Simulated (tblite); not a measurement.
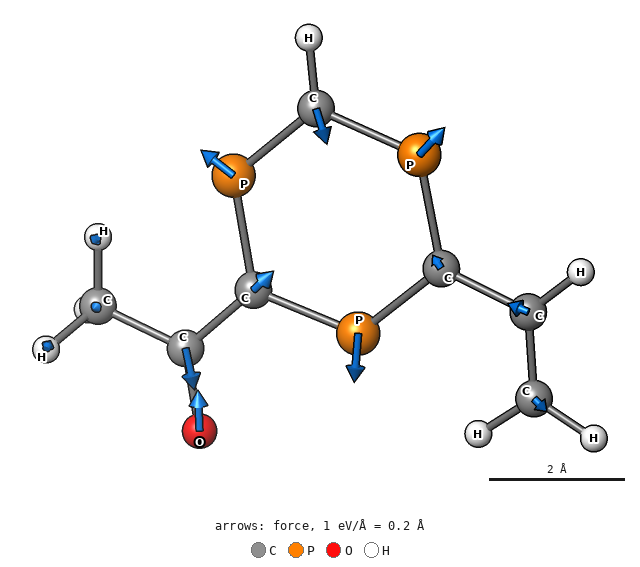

Starting geometry of C₇H₇OP₃ with the computed forces as blue arrows. Style: ball-and-stick. Shown at a tilt.

These are results of tblite 0.8.0, GFN2-xTB geometry optimisation, gas phase, not measurements. 

Q: Is this structure relaxed? If not, where do the atoms go?

A: It isn't relaxed: the largest force vector, on a P atom, is 3.86 eV/Å. The final displacements have little in common with the starting forces (cosine between the two patterns 0.26). The largest move after the best rigid fit is that of an H atom, 0.89 Å. By element the largest moves are H 0.89 Å, O 0.45 Å, P 0.28 Å, C 0.22 Å. Some distances before and after: O–P 3.051 → 2.654 Å, C–O 1.262 → 1.216 Å, C–C 1.494 → 1.458 Å, C–H 1.121 → 1.087 Å. Among the angles between lasting bonds that change: C–P–C 123.0° → 106.0°, P–C–P 117.8° → 134.7°, C–P–C 120.2° → 105.0°. Groups turn about C–C by about 55°. The energy falls by 164.9 kJ/mol in 106 geometry steps. Cost: 1.2 s on 1 thread of Arm Neoverse V1 (shared host).
